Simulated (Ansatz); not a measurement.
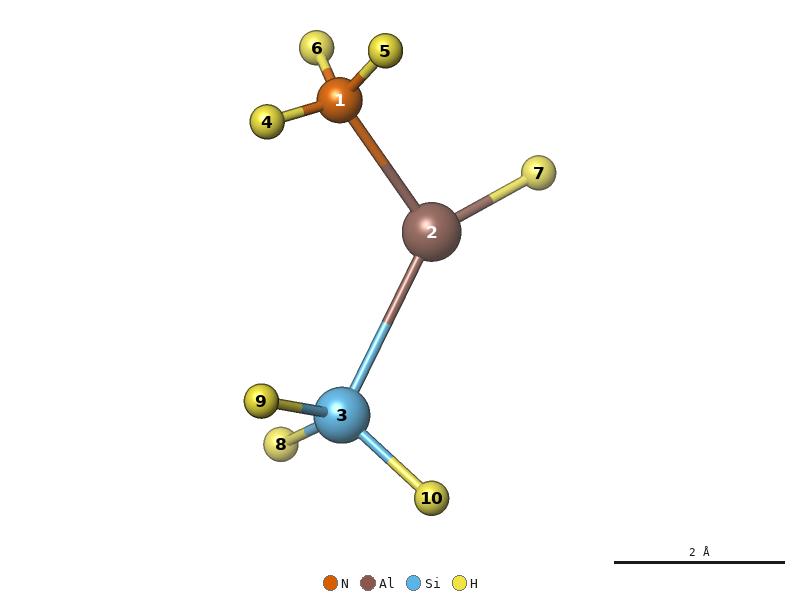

Orthographic view. Depth is shown by fading: the farther an atom, the more it takes the colour of the background. State: charge +1, singlet. The computed structure is the end point of a PBE0-D4/def2-TZVP optimisation. No frequency run is at hand to confirm it as a minimum.

Give the geometry as a Z-matrix, atoms in numerical order, with these reference atoms: 2 to 1; 3 to 2, 1; 4 to 1, 2, 3; 5 to 1, 4, 2; 6 to 1, 4, 5; 7 to 2, 1, 4; 8 to 3, 2, 7; 9 to 3, 8, 2; 10 to 3, 8, 9.

```
N  
Al   1   2.015
Si   2   2.443   1   113.6
H    1   1.020   2   114.8   3     4.0
H    1   1.022   4   106.8   2  -123.9
H    1   1.022   4   106.7   5  -112.1
H    2   1.569   1   102.8   4  -176.6
H    3   1.484   2   106.7   7   -83.5
H    3   1.485   8   110.8   2   116.4
H    3   1.481   8   111.9   9   125.6
```
